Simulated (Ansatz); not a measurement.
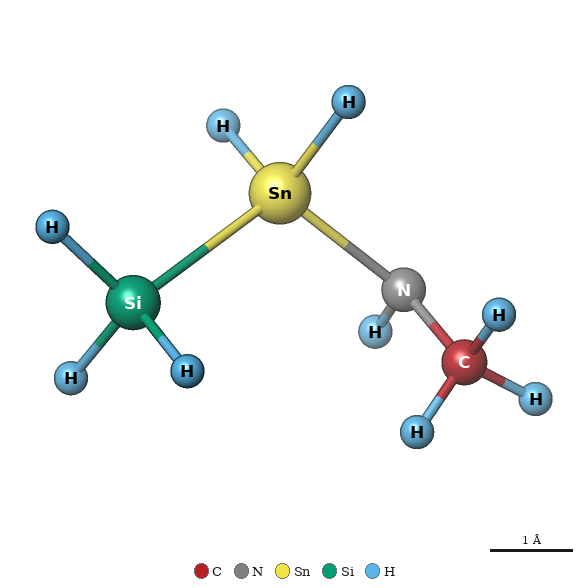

Distant atoms are faded towards the background colour. Computed geometry: PBE-D4/def2-SVP optimisation. No frequency run is at hand to confirm it as a minimum. Masses are those of the most abundant isotopes; constants are for the rigid equilibrium geometry.

Q: Classify the rotor and give the rotational constants (cm⁻¹).

A: An asymmetric top (C1): A = 0.123, B = 0.0607, C = 0.0439 cm⁻¹. Ray's parameter κ is −0.58, nearer the prolate limit.
